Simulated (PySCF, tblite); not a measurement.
**C₄H₃F₄O₂−: dynamics, then NMR shifts on frames**

How do NMR shifts of C₄H₃F₄O₂− (`O=C([O-])[C@@H](F)CC(F)(F)F`) change as the atoms move?

Programs: tblite 0.8.0 and PySCF 2.14.0, with density-fitted response routines of our own. Each step states its level of theory. These are calculated values for one molecule in the gas phase, unless marked as measured. Atoms count from 0, in the outputs and in this text.

## 1. The molecule as given

13 atoms, charge -1, multiplicity 1; geometry from: GFN2-xTB.

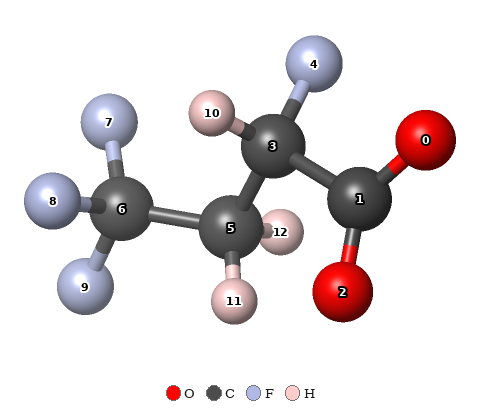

As it starts; oxygen red, carbon dark grey, fluorine light blue, hydrogen pink, atoms numbered.

## 2. Thermal motion with GFN2-xTB

The job: settings as JSON, then the geometry in Å.

```
{"job": {"kind": "md", "xc": "GFN2-xTB", "basis": "xTB", "temperature": 400, "steps": 2000, "every": 50, "frames": 5}, "charge": -1, "multiplicity": 1}
O     -3.134684    -0.011152     0.545190
C     -2.082760     0.546323     0.276739
O     -1.816754     1.708445    -0.033116
C     -0.742834    -0.393725     0.386408
F     -1.012803    -1.723014     0.090707
C      0.330571     0.134303    -0.553988
C      1.741183    -0.135163    -0.108643
F      2.067880    -1.440516    -0.063303
F      2.031329     0.355580     1.109534
F      2.658999     0.422116    -0.942719
H     -0.408888    -0.376268     1.431744
H      0.170609     1.218307    -0.612485
H      0.193765    -0.304751    -1.543797
```

Level: GFN2-xTB Langevin dynamics, gas phase.

Command:

```console
$ OMP_NUM_THREADS=1 python probes_run.py task.json out
```

One launch serves the whole session: the jobs run in the order shown.

What it wrote:

```text
t/fs     T/K      E/eV
    0.0   333.4  -1018.55042
   25.0   252.0  -1018.23064
   50.0   241.7  -1018.05011
   75.0   304.9  -1018.20693
  100.0   307.2  -1018.09567
  125.0   377.9  -1018.05483
  150.0   314.6  -1018.11617
  175.0   337.9  -1018.04830
  200.0   308.3  -1017.97096
  225.0   388.1  -1018.04045
  250.0   435.4  -1018.19077
  275.0   379.8  -1017.96717
  300.0   351.8  -1018.02453
  325.0   340.2  -1018.00148
  350.0   283.5  -1018.08712
  375.0   438.2  -1018.10476
  400.0   377.1  -1018.09104
  425.0   432.0  -1017.83428
  450.0   450.9  -1017.98038
  475.0   547.6  -1018.09844
  500.0   549.5  -1017.93658
  525.0   404.1  -1017.74306
  550.0   389.1  -1017.97718
  575.0   640.7  -1018.17580
  600.0   460.1  -1017.96882
  625.0   358.4  -1017.89225
  650.0   375.5  -1017.97877
  675.0   472.4  -1017.91182
  700.0   574.2  -1017.90009
  725.0   478.5  -1017.81200
  750.0   271.0  -1017.73117
  775.0   347.0  -1017.81121
  800.0   377.1  -1018.02167
  825.0   307.8  -1018.17774
  850.0   421.6  -1018.17537
  875.0   352.0  -1017.95808
  900.0   345.7  -1017.82609
  925.0   335.5  -1017.81421
  950.0   300.3  -1017.64149
  975.0   304.4  -1017.89999
 1000.0   378.7  -1018.01147
```

Run time: 8.5 s. Hardware: 1 thread of Arm Neoverse V2, shared host.

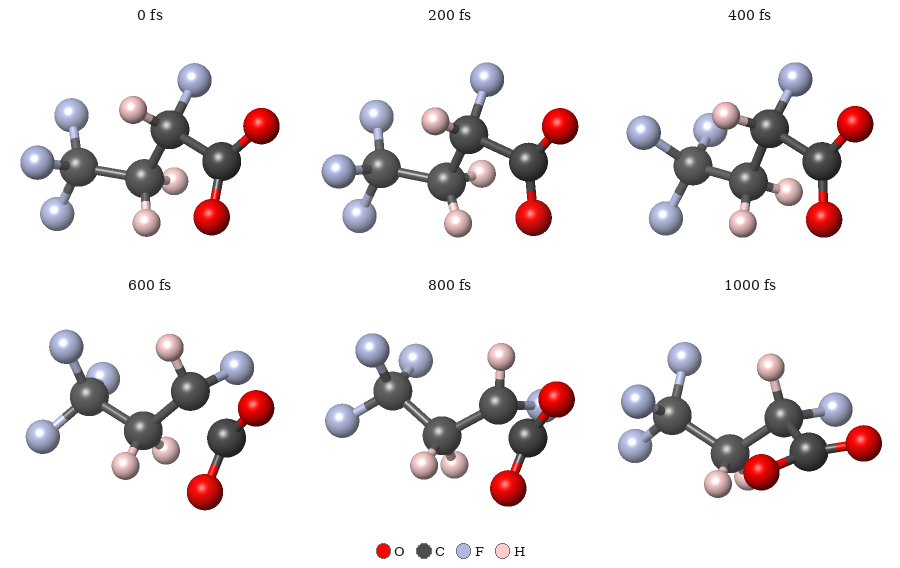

Frames of the run.

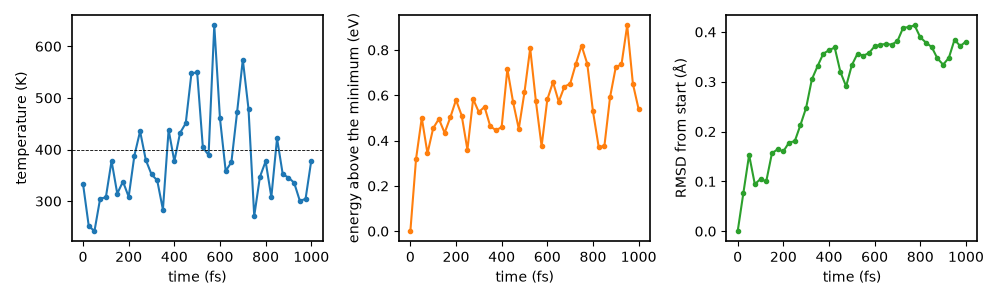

Temperature, potential energy and distance from the start.

Positions (Å) and forces (eV/Å) at 1000 fs:

```xyz
13

O    -3.996    0.032    0.671    1.980    0.407    0.087
C    -2.790    0.173    0.907    0.098   -0.720    1.169
O    -2.107    0.940    1.616   -1.105   -0.049   -0.937
C    -1.744   -1.091    0.423   -2.033   -1.115    1.380
F    -2.347   -1.764   -0.640    0.713    0.103   -0.277
C    -0.357   -0.563    0.185   -0.242    0.004    0.980
C     0.755   -1.279    0.932    0.235   -1.476   -2.818
F     0.646   -2.664    0.907    0.028    0.788   -0.120
F     0.881   -0.984    2.169    0.486    0.660    1.517
F     2.007   -1.087    0.271   -1.157    0.042    0.964
H    -1.777   -1.877    1.263    0.042    1.067   -0.773
H    -0.441    0.442    0.646    0.363    0.039   -0.320
H    -0.223   -0.580   -0.868    0.593    0.250   -0.853
```

## 3. Nuclear shieldings: 250 fs, PBE0/pcSseg-1

The job: settings as JSON, then the geometry in Å.

```
{"job": {"kind": "nmr", "xc": "PBE0", "basis": "pcSseg-1", "pop": false}, "charge": -1, "multiplicity": 1}
O     -3.293100    -0.084400     0.977400
C     -2.389300     0.460200     0.356800
O     -2.299500     1.445200    -0.378000
C     -0.996900    -0.388600     0.552900
F     -1.088200    -1.779800     0.640700
C      0.063500     0.038000    -0.509200
C      1.504000    -0.171600    -0.066700
F      1.859700    -1.486600    -0.051000
F      1.717200     0.280000     1.237400
F      2.357800     0.458900    -0.869600
H     -0.553600    -0.176400     1.611800
H     -0.074000     1.116300    -0.585200
H     -0.167900    -0.523400    -1.456900
```

With the program's defaults for keys left out, this is: GIAO PBE0/pcSseg-1 NMR shielding, non-relativistic, gas phase.

What it wrote:

```text
coarse grid: 12720 points
cycle   1  E = -702.8970756397  dE =  1.468e+00  |g| = 1.420e+00  |ddm| = 3.211e+00
cycle   2  E = -702.3019410561  dE =  5.951e-01  |g| = 2.354e+00  |ddm| = 3.274e+00
cycle   3  E = -703.2446507340  dE = -9.427e-01  |g| = 1.706e-01  |ddm| = 2.377e+00
cycle   4  E = -703.2489331384  dE = -4.282e-03  |g| = 1.095e-01  |ddm| = 2.084e-01
cycle   5  E = -703.2508950315  dE = -1.962e-03  |g| = 4.496e-02  |ddm| = 9.882e-02
cycle   6  E = -703.2512537860  dE = -3.588e-04  |g| = 1.037e-02  |ddm| = 3.820e-02
cycle   7  E = -703.2512726324  dE = -1.885e-05  |g| = 3.087e-03  |ddm| = 8.684e-03
cycle   8  E = -703.2512741548  dE = -1.522e-06  |g| = 5.987e-04  |ddm| = 2.303e-03
final grid: 129784 points
cycle   9  E = -703.3575328220  dE = -4.296e-05  |g| = 1.221e-02  |ddm| = 2.411e-02
cycle  10  E = -703.3574919955  dE =  4.083e-05  |g| = 1.972e-02  |ddm| = 2.273e-02
cycle  11  E = -703.3575591277  dE = -6.713e-05  |g| = 9.774e-04  |ddm| = 1.387e-02
cycle  12  E = -703.3575592559  dE = -1.282e-07  |g| = 5.975e-04  |ddm| = 1.031e-03
cycle  13  E = -703.3575593117  dE = -5.581e-08  |g| = 2.146e-04  |ddm| = 5.102e-04
cycle  14  E = -703.3575593203  dE = -8.526e-09  |g| = 5.137e-05  |ddm| = 1.866e-04
cycle  15  E = -703.3575593207  dE = -4.118e-10  |g| = 1.397e-05  |ddm| = 3.884e-05
converged SCF energy = -703.3575593207

GIAO shielding tensors (ppm)
atom      isotropic    diamagn.    paramagn.     s11        s22        s33       span
  0 O        7.932     400.693    -392.761   -217.857    -35.594    277.248    495.106
  1 C       23.429     244.421    -220.992    -73.697     49.994     93.989    167.687
  2 O       35.790     407.634    -371.843   -149.932     11.866    245.437    395.369
  3 C       83.734     247.204    -163.470     48.864     80.880    121.457     72.593
  4 F      378.797     475.684     -96.888    336.284    394.968    405.138     68.855
  5 C      137.956     252.801    -114.845    124.144    138.025    151.701     27.557
  6 C       42.395     244.808    -202.413     34.550     37.688     54.946     20.397
  7 F      244.497     474.853    -230.357    147.666    246.176    339.647    191.981
  8 F      245.834     476.614    -230.781    139.937    239.502    358.061    218.125
  9 F      253.304     472.677    -219.372    168.919    262.673    328.322    159.403
 10 H       25.463      30.847      -5.384     22.794     25.632     27.963      5.169
 11 H       27.877      31.479      -3.602     21.820     28.058     33.753     11.934
 12 H       28.597      30.195      -1.598     25.636     28.618     31.536      5.901
```

Run time: 20 s. Hardware: 1 thread of Arm Neoverse V2, shared host; peak memory 0.82 GiB.

Shifts follow as δ = σ(reference) − σ, with reference shieldings (ppm) from runs at the same level and on the same kind of geometry: ¹H TMS 31.72, ¹³C TMS 186.9, ¹⁹F CFCl3 170.9, ¹⁷O H2O 336.1. The references are single molecules in the gas phase, so shifts against H2O, NH3, PH3, H3PO4 or CFCl3 are not on the usual liquid scales and can be off by tens of ppm. Each atom is listed at this fixed geometry, with no averaging over motion; a spectrum would average atoms that exchange fast.

| atoms | environment | σ (ppm) | δ (ppm) |
| --- | --- | --- | --- |
| C1 | carboxylate carbon | 23.4 | 163.5 |
| C6 | CF3 carbon | 42.4 | 144.5 |
| C3 | sp3 CH bonded to F, α to a carbonyl | 83.7 | 103.2 |
| C5 | sp3 CH2 | 138.0 | 49.0 |
| H10 | hydrogen on an sp3 CH bonded to F, α to a carbonyl | 25.46 | 6.25 |
| H11 | hydrogen on an sp3 CH2 | 27.88 | 3.84 |
| H12 | hydrogen on an sp3 CH2 | 28.60 | 3.12 |
| O0 | carboxylate oxygen | 7.9 | 328.1 |
| O2 | carboxylate oxygen | 35.8 | 300.3 |
| F7 | fluorine of a CF3 group | 244.5 | -73.6 |
| F8 | fluorine of a CF3 group | 245.8 | -74.9 |
| F9 | fluorine of a CF3 group | 253.3 | -82.4 |
| F4 | fluorine on an sp3 carbon | 378.8 | -207.9 |

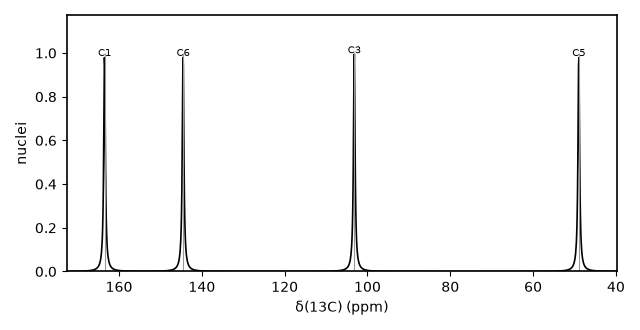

¹³C lines at the computed shifts, without couplings. Lines are broadened to a width of 0.46 ppm (Lorentzian).

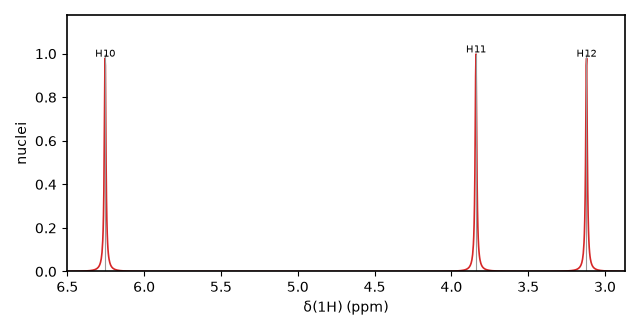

¹H lines at the computed shifts, without couplings. Lines are broadened to a width of 0.01 ppm (Lorentzian).

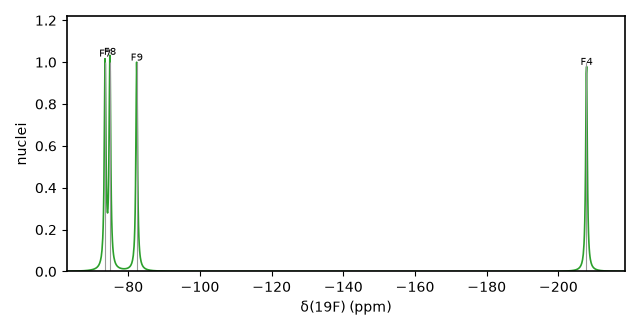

¹⁹F lines at the computed shifts, without couplings. Lines are broadened to a width of 0.54 ppm (Lorentzian).

## 4. Shielding tensors: 425 fs, PBE0/pcSseg-1

The job: settings as JSON, then the geometry in Å.

```
{"job": {"kind": "nmr", "xc": "PBE0", "basis": "pcSseg-1", "pop": false}, "charge": -1, "multiplicity": 1}
O     -3.632300    -0.134100     1.365200
C     -2.573400     0.316500     0.853500
O     -2.302600     1.344500     0.291800
C     -1.296200    -0.617800     1.075200
F     -1.625700    -1.946000     0.774700
C     -0.159000    -0.120200     0.117900
C      1.161800    -0.691600     0.182300
F      1.226400    -1.831000    -0.499100
F      1.578000    -0.933900     1.408400
F      2.024600     0.146400    -0.368100
H     -0.669700    -0.614600     2.081700
H     -0.039900     0.980700     0.236800
H     -0.603700    -0.150800    -0.879300
```

Method: GIAO PBE0/pcSseg-1 NMR shielding, non-relativistic, gas phase.

What it wrote:

```text
coarse grid: 12720 points
cycle   1  E = -702.9003374920  dE =  1.765e+00  |g| = 1.401e+00  |ddm| = 3.282e+00
cycle   2  E = -702.3486327131  dE =  5.517e-01  |g| = 2.274e+00  |ddm| = 3.505e+00
cycle   3  E = -703.2265241285  dE = -8.779e-01  |g| = 2.670e-01  |ddm| = 2.587e+00
cycle   4  E = -703.2374046931  dE = -1.088e-02  |g| = 1.462e-01  |ddm| = 3.089e-01
cycle   5  E = -703.2406364179  dE = -3.232e-03  |g| = 5.597e-02  |ddm| = 1.413e-01
cycle   6  E = -703.2412404590  dE = -6.040e-04  |g| = 8.931e-03  |ddm| = 4.734e-02
cycle   7  E = -703.2412531718  dE = -1.271e-05  |g| = 3.151e-03  |ddm| = 7.320e-03
cycle   8  E = -703.2412548160  dE = -1.644e-06  |g| = 4.589e-04  |ddm| = 2.334e-03
final grid: 129784 points
cycle   9  E = -703.3472653510  dE = -4.514e-05  |g| = 1.136e-02  |ddm| = 2.879e-02
cycle  10  E = -703.3472288357  dE =  3.652e-05  |g| = 1.845e-02  |ddm| = 2.222e-02
cycle  11  E = -703.3472874097  dE = -5.857e-05  |g| = 1.433e-03  |ddm| = 1.395e-02
cycle  12  E = -703.3472877448  dE = -3.351e-07  |g| = 5.501e-04  |ddm| = 1.425e-03
cycle  13  E = -703.3472877915  dE = -4.669e-08  |g| = 1.959e-04  |ddm| = 5.309e-04
cycle  14  E = -703.3472877989  dE = -7.367e-09  |g| = 3.590e-05  |ddm| = 1.553e-04
cycle  15  E = -703.3472877991  dE = -1.887e-10  |g| = 1.053e-05  |ddm| = 2.964e-05
converged SCF energy = -703.3472877991

GIAO shielding tensors (ppm)
atom      isotropic    diamagn.    paramagn.     s11        s22        s33       span
  0 O        2.829     399.554    -396.725   -226.967    -33.902    269.357    496.325
  1 C       22.272     242.934    -220.662    -74.911     56.756     84.971    159.881
  2 O       18.206     410.314    -392.108   -167.777    -35.183    257.579    425.357
  3 C       88.271     248.536    -160.265     45.995     80.765    138.053     92.057
  4 F      379.567     474.044     -94.477    358.599    380.727    399.374     40.774
  5 C      141.620     256.661    -115.041    120.303    139.297    165.260     44.958
  6 C       57.775     242.654    -184.878     51.086     56.310     65.930     14.844
  7 F      261.735     474.470    -212.735    173.289    267.616    344.299    171.010
  8 F      284.724     473.334    -188.610    200.242    309.538    344.391    144.148
  9 F      257.198     475.245    -218.047    180.234    246.542    344.817    164.583
 10 H       24.947      28.890      -3.943     21.766     25.801     27.273      5.506
 11 H       28.289      32.318      -4.029     21.840     29.476     33.552     11.712
 12 H       28.949      32.990      -4.041     25.748     29.329     31.769      6.021
```

Wall time 20 s (1 thread of Arm Neoverse V2, shared host); peak memory 0.88 GiB.

Key values: δ C1 164.7, C6 129.1, C3 98.7, C5 45.3, H10 6.77, H11 3.43 ppm.

[end of part 1 of 2]
